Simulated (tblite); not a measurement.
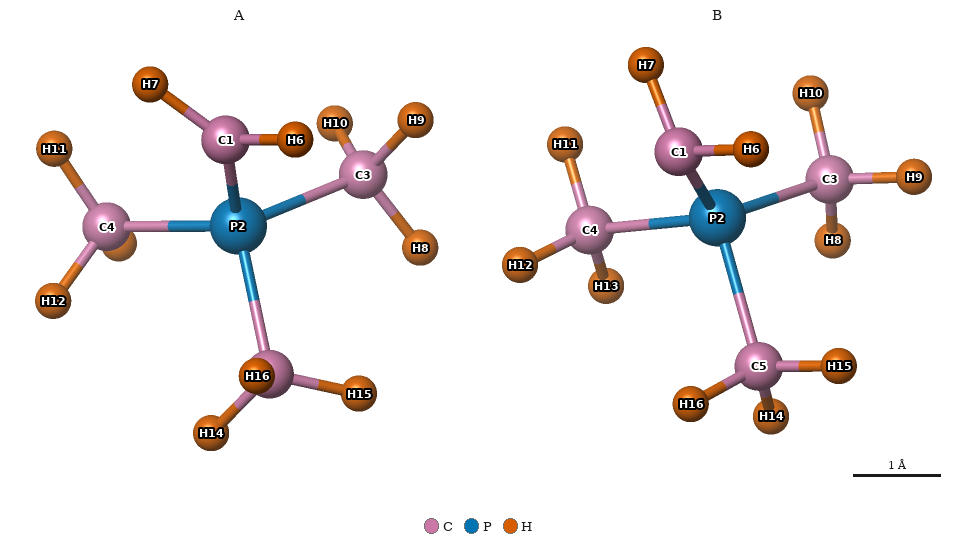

Two geometries of C4H11P, drawn at one scale. One is the start of a relaxation, the other its converged end. A ball-and-stick model, seen at a tilt.

The calculation used tblite, GFN2-xTB geometry optimisation, gas phase. 

Which one is relaxed?

Answer. Structure B is the relaxed one. The energy falls by 93.8 kJ/mol in 110 geometry steps. H8 moves most after the best rigid fit: 1.04 Å. By element the largest moves are H 1.04 Å, C 0.47 Å, P 0.19 Å. Some distances before and after: C1–P2 1.628 → 1.703 Å, P2–C3 1.820 → 1.886 Å, C4–H12 1.134 → 1.088 Å, C3–H9 1.124 → 1.090 Å. Bond angles that change, for instance: C1–P2–C3 106.0° → 131.3°, C3–P2–C4 113.6° → 100.3°, P2–C1–H7 122.4° → 111.0°. Groups turn about P2–C5 by about 50°, P2–C3 by about 40°.
